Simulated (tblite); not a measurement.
# C2H8FPSi2: the cost of one run

Programs: tblite 0.8.0 and PySCF 2.14.0, with density-fitted response routines of our own. Each step states its level of theory. These are calculated values for one molecule in the gas phase, unless marked as measured. Atoms count from 0, in the outputs and in this text.

## Step 1: Starting geometry

14 atoms, charge 0, multiplicity 1; geometry from: force field or distance geometry start.

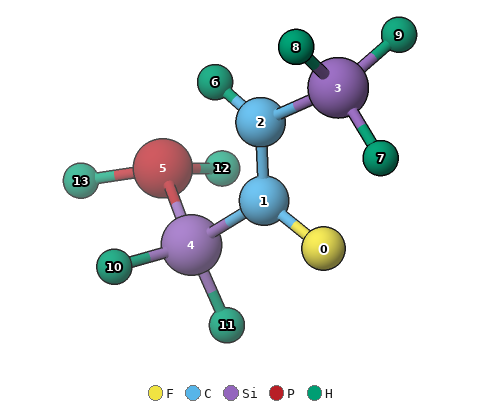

The starting geometry (fluorine yellow, carbon blue, silicon purple, phosphorus red, hydrogen teal), atoms numbered.

## Step 2: Geometry optimisation with GFN2-xTB

Job settings and geometry (Å):

```
{"job": {"kind": "relax", "xc": "GFN2-xTB", "basis": "xTB"}, "charge": 0, "multiplicity": 1}
F      0.951500     0.002200    -1.855700
C      0.252600    -0.180600    -0.702800
C      0.931200    -0.114800     0.459900
Si     2.728700     0.253100     0.365700
Si    -1.548900    -0.534200    -0.790400
P     -2.756700     0.506400     0.682500
H      0.427100    -0.250400     1.391600
H      3.221600     0.084800    -1.015600
H      3.460100    -0.770100     1.163400
H      3.071100     1.590000     0.803000
H     -1.794000    -1.992500    -0.660800
H     -1.948800    -0.224600    -2.194800
H     -3.072600     1.877900     0.372600
H     -3.923400    -0.247500     1.079400
```

Run with:

```
OMP_NUM_THREADS=1 python probes_run.py task.json out
```

The driver reads the jobs from task.json and runs them one after another.

Q: Estimate the wall time and peak memory of this first job on 1 thread of Arm Neoverse N1, shared host.

About 1.1 s, with a peak of 0.18 GiB.
